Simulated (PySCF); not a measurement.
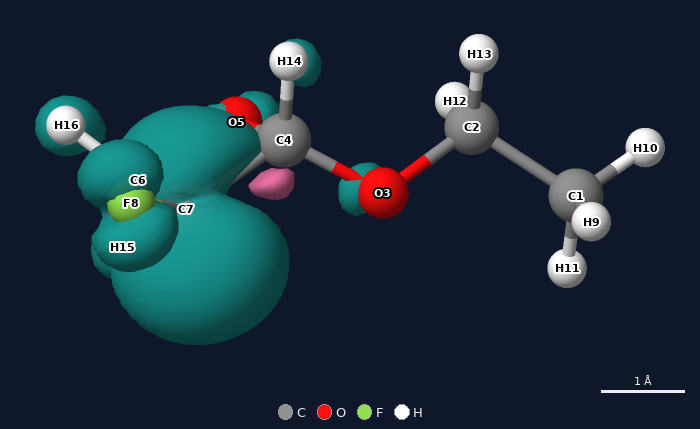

The picture shows: C$_{5}$H$_{8}$FO$_{2}$ (SMILES CCO[C@H]1OC[C]1F) (doublet). Isosurfaces of the spin density (α minus β) at +0.02 (teal) and −0.02 e/Å³ (pink), seen from one side.

Geometry: GFN2-xTB.

Method: UKS B3LYP, pcH-1 on C F H O, non-relativistic, mean-field spin-orbit, GIAO in PySCF 2.14.0, density-fitted response routines.

```xyz
16

C    -2.7526    0.1235   -0.0484
C    -1.4159   -0.5772    0.1167
O    -0.4413    0.4008    0.4668
C     0.8139   -0.1077    0.6609
O     1.4893   -0.5256   -0.5412
C     2.6060    0.3370   -0.3125
C     1.9069    0.8957    0.8802
F     2.4941    1.1205    2.0660
H    -3.0311    0.6165    0.8786
H    -3.5171   -0.6007   -0.3150
H    -2.6796    0.8735   -0.8302
H    -1.1131   -1.0691   -0.8159
H    -1.4660   -1.3364    0.9120
H     0.7974   -0.9406    1.3963
H     2.7704    1.0145   -1.1556
H     3.5311   -0.2159   -0.1027
```

Question: Where is the unpaired spin?

Answer: The unpaired spin (1 electron) lies mostly on C7 (about 0.6), F8 (about 0.1) and C6 (about 0.1), in electrons by Hirshfeld's partition.
